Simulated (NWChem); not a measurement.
# C2H2F2 (SMILES C=C(F)F): levels of theory compared

Wanted: a comparison of 3 runs (B2PLYP/aug-cc-pVDZ, CAM-B3LYP/aug-cc-pVDZ, wB97X/aug-cc-pVDZ) of C2H2F2. 

The calculation is run with NWChem 7.3.0.

### Step 1. The system as given

C2H2F2 has 6 atoms, charge 0, and is taken as a singlet. As SMILES, `C=C(F)F`. The coordinates come from a PBE0-D4/def2-TZVP relaxation.

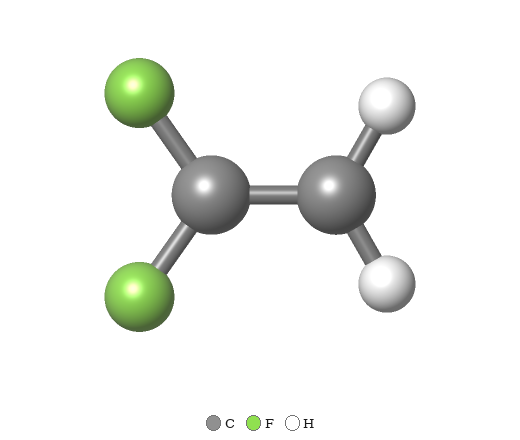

Viewed from a chosen angle; carbon grey, fluorine green, hydrogen white.

### Step 2. The energy at B2PLYP/aug-cc-pVDZ (run 1)

c2h2f2.nw

```
START c2h2f2
TITLE "C2H2F2"
memory total 2200 mb

GEOMETRY units bohr noautosym nocenter noautoz
   C  -0.21901926  0.89006100 -1.02876690
   C   0.19842124 -0.74568593  0.79387394
   F  -0.85963641 -0.68710442  3.03792372
   F   1.73703625 -2.68737952  0.64817606
   H   0.74493004  0.68143524 -2.81266836
   H  -1.52236337  2.42792012 -0.72603278
END

BASIS spherical bse
   * library aug-cc-pVDZ
END

DFT
   xc hfexch 0.53 becke88 0.47 lyp 0.73 mp2 0.27
   dftmp2 semidirect
   grid fine
   convergence energy 1e-08
   iterations 100
   mulliken
END

MP2
   freeze core 4
END

TASK dft energy
```

Run with:

```console
nwchem c2h2f2.nw > c2h2f2.out
```

The log of the run:

```text
[...]
          Wavefunction type:  closed shell.
          No. of atoms     :     6
          No. of electrons :    32
[...]
          Charge           :     0
          Spin multiplicity:     1
[...]
          AO basis - number of functions:   110
[...]
              XC Information
              --------------
                     Hartree-Fock (Exact) Exchange  0.530
                    Becke 1988 Exchange Functional  0.470
              Lee-Yang-Parr Correlation Functional  0.730
[...]
 d= 0,ls=0.0,diis     1   -276.5742536884 -3.95D+02  1.35D-02  8.08D-01     3.1
[...]
 d= 0,ls=0.0,diis    10   -276.6654709550 -2.61D-09  9.00D-07  4.55D-09    24.4
         Total DFT energy =     -276.665470954965
      One electron energy =     -616.076747561215
           Coulomb energy =      253.232731265186
    Exchange-Corr. energy =      -32.074646438431
 Nuclear repulsion energy =      118.253191779495
[...]
      Total Density - Mulliken Population Analysis
     ---------------------------------------------
    Atom       Charge   Shell Charges
 -----------   ------   -------------------------------------------------------
    1 C    6     5.52   2.01  0.64  0.56 -0.19  2.11  0.34  0.03  0.05 -0.04
    2 C    6     4.79   2.02  0.67  0.22 -0.07  1.90 -0.13  0.07  0.24 -0.12
    3 F    9     9.47   2.01  0.89  1.05  0.16  3.34  1.91  0.09  0.01  0.02
    4 F    9     9.47   2.01  0.89  1.05  0.16  3.34  1.91  0.09  0.01  0.02
    5 H    1     1.37   0.77  0.61  0.01  0.03 -0.05
    6 H    1     1.37   0.77  0.61  0.01  0.03 -0.05
[...]
  Basis functions       =    110
[...]
```

Run time: 30 s. Hardware: 1 thread of Intel Xeon Platinum 8375C at 2.90GHz (Ice Lake), shared host; peak memory 0.36 GiB.

### Step 3. Energy and gradient at CAM-B3LYP/aug-cc-pVDZ (run 2)

c2h2f2.nw

```
echo
start c2h2f2
title "C2H2F2"
memory stack 880 mb heap 220 mb global 1100 mb
geometry units atomic noautosym nocenter noautoz
  C     -0.21901926     0.89006100    -1.02876690
  C      0.19842124    -0.74568593     0.79387394
  F     -0.85963641    -0.68710442     3.03792372
  F      1.73703625    -2.68737952     0.64817606
  H      0.74493004     0.68143524    -2.81266836
  H     -1.52236337     2.42792012    -0.72603278
end
basis "ao basis" spherical bse
  * library aug-cc-pVDZ
end
dft
  xc xcamb88 1.00 lyp 0.81 vwn_5 0.19 hfexch 1.00
  cam 0.33 cam_alpha 0.19 cam_beta 0.46
  grid fine
  convergence energy 1e-08
  direct
  maxiter 100
  mulliken
end
task dft gradient
```

Run with:

```console
nwchem c2h2f2.nw > c2h2f2.out
```

The log of the run:

```text
[...]
          Wavefunction type:  closed shell.
          No. of atoms     :     6
          No. of electrons :    32
[...]
          Charge           :     0
          Spin multiplicity:     1
[...]
          AO basis - number of functions:   110
[...]
              XC Information
              --------------
                     Hartree-Fock (Exact) Exchange  1.000
                   CAM-Becke88 Exchange Functional  1.000
                      VWN V Correlation Functional  0.190 local
              Lee-Yang-Parr Correlation Functional  0.810
[...]
 d= 0,ls=0.0,diis     1   -276.9095308471 -3.95D+02  1.92D-02  9.89D-01     9.5
[...]
 d= 0,ls=0.0,diis    10   -277.0137411626 -2.38D-09  9.54D-07  3.47D-09    92.0
         Total DFT energy =     -277.013741162614
      One electron energy =     -616.055919829651
           Coulomb energy =      253.183673112665
    Exchange-Corr. energy =      -32.394686225124
 Nuclear repulsion energy =      118.253191779495
[...]
      Total Density - Mulliken Population Analysis
     ---------------------------------------------
    Atom       Charge   Shell Charges
 -----------   ------   -------------------------------------------------------
    1 C    6     5.37   2.02  0.64  0.61 -0.23  2.15  0.17  0.02  0.04 -0.06
    2 C    6     4.93   2.02  0.66  0.23 -0.02  1.96 -0.16  0.07  0.23 -0.07
    3 F    9     9.38   2.01  0.89  1.03  0.16  3.35  1.82  0.10  0.01  0.02
    4 F    9     9.38   2.01  0.89  1.03  0.16  3.35  1.82  0.10  0.01  0.02
    5 H    1     1.47   0.76  0.71  0.01  0.03 -0.05
    6 H    1     1.47   0.76  0.71  0.01  0.03 -0.05
[...]
  wavefunction    = closed shell
[...]
                         DFT ENERGY GRADIENTS
    atom               coordinates                        gradient
                 x          y          z           x          y          z
   1 C      -0.219019   0.890061  -1.028767    0.000236  -0.000864   0.000941
   2 C       0.198421  -0.745686   0.793874    0.001378  -0.005403   0.006019
   3 F      -0.859636  -0.687104   3.037924    0.004672   0.000097  -0.010505
   4 F       1.737036  -2.687380   0.648176   -0.007015   0.009094   0.000258
   5 H       0.744930   0.681435  -2.812668   -0.002027   0.000376   0.003853
   6 H      -1.522363   2.427920  -0.726033    0.002756  -0.003300  -0.000566
[...]
```

It took 2.5 min on 1 thread of Intel Xeon Platinum 8375C at 2.90GHz (Ice Lake), shared host; peak memory 0.12 GiB.

### Step 4. Energy and gradient at wB97X/aug-cc-pVDZ (run 3)

job.nw

```
start job
title "C2H2F2"
memory total 2200 mb

geometry units au noautosym nocenter noautoz
C   -0.21901926   0.89006100  -1.02876690
C    0.19842124  -0.74568593   0.79387394
F   -0.85963641  -0.68710442   3.03792372
F    1.73703625  -2.68737952   0.64817606
H    0.74493004   0.68143524  -2.81266836
H   -1.52236337   2.42792012  -0.72603278
end

basis "ao basis" spherical bse
* library aug-cc-pVDZ
end

dft
xc wb97x
grid fine
convergence energy 1e-08
iterations 100
mulliken
noprint "final vectors analysis"
end

task dft gradient
```

Run with:

```console
nwchem job.nw > job.out
```

The log of the run:

```text
[...]
          Wavefunction type:  closed shell.
          No. of atoms     :     6
          No. of electrons :    32
[...]
          Charge           :     0
          Spin multiplicity:     1
[...]
          AO basis - number of functions:   110
[...]
              XC Information
              --------------
                       wb97x  Method XC Functional
                     Hartree-Fock (Exact) Exchange  1.000
                         wb97x Exchange Functional  1.000
                      wb97x Correlation Functional  1.000
[...]
 d= 0,ls=0.0,diis     1   -276.9370557271 -3.95D+02  1.55D-02  9.26D-01     9.7
[...]
 d= 0,ls=0.0,diis    11   -277.0363161384 -1.52D-09  1.29D-07  2.31D-10   104.0
         Total DFT energy =     -277.036316138388
      One electron energy =     -616.053404214682
           Coulomb energy =      253.181894259750
    Exchange-Corr. energy =      -32.417997962951
 Nuclear repulsion energy =      118.253191779495
[...]
      Total Density - Mulliken Population Analysis
     ---------------------------------------------
    Atom       Charge   Shell Charges
 -----------   ------   -------------------------------------------------------
    1 C    6     5.46   2.02  0.64  0.58 -0.21  2.14  0.29  0.02  0.04 -0.05
    2 C    6     4.96   2.02  0.67  0.25 -0.03  1.94 -0.12  0.07  0.23 -0.07
    3 F    9     9.39   2.01  0.89  1.03  0.15  3.34  1.85  0.09  0.01  0.02
    4 F    9     9.39   2.01  0.89  1.03  0.15  3.34  1.85  0.09  0.01  0.02
    5 H    1     1.40   0.77  0.64  0.01  0.03 -0.05
    6 H    1     1.40   0.77  0.64  0.01  0.03 -0.05
[...]
  wavefunction    = closed shell
[...]
                         DFT ENERGY GRADIENTS
    atom               coordinates                        gradient
                 x          y          z           x          y          z
   1 C      -0.219019   0.890061  -1.028767    0.000601  -0.002296   0.002536
   2 C       0.198421  -0.745686   0.793874    0.001276  -0.005001   0.005571
   3 F      -0.859636  -0.687104   3.037924    0.005490  -0.000053  -0.012065
   4 F       1.737036  -2.687380   0.648176   -0.008139   0.010440   0.000485
   5 H       0.744930   0.681435  -2.812668   -0.002461   0.000644   0.004365
   6 H      -1.522363   2.427920  -0.726033    0.003233  -0.003734  -0.000892
[...]
```

Wall time 2.7 min (1 thread of Intel Xeon Platinum 8375C at 2.90GHz (Ice Lake), shared host); peak memory 0.12 GiB.

### Step 5. The series

| run | level | task | frozen core orbitals | energy (Eh) | dipole moment (D) | HOMO energy (eV) | LUMO energy (eV) | wall time |
| --- | --- | --- | --- | --- | --- | --- | --- | --- |
| 1 | B2PLYP/aug-cc-pVDZ | energy | 4 | -276.885478 | 1.39 | -8.90 | 0.37 | 30 s |
| 2 | CAM-B3LYP/aug-cc-pVDZ | gradient | – | -277.013741 | 1.32 | -9.21 | 0.37 | 2.5 min |
| 3 | wB97X/aug-cc-pVDZ | gradient | – | -277.036316 | 1.27 | – | – | 2.7 min |

### Step 6. Results

```
                       quantity          value
            run 3: total energy  -277.03632 Eh
           run 3: dipole moment         1.27 D
run 3: largest force on an atom     0.682 eV/Å
```

What this shows: The dipole moment (its size) runs from 1.27 D (wB97X/aug-cc-pVDZ) to 1.39 D (B2PLYP/aug-cc-pVDZ). A double hybrid's value is that of its SCF part. Totals of different functionals can't be ranked against each other. All runs together took 5.7 min, the longest 2.7 min.
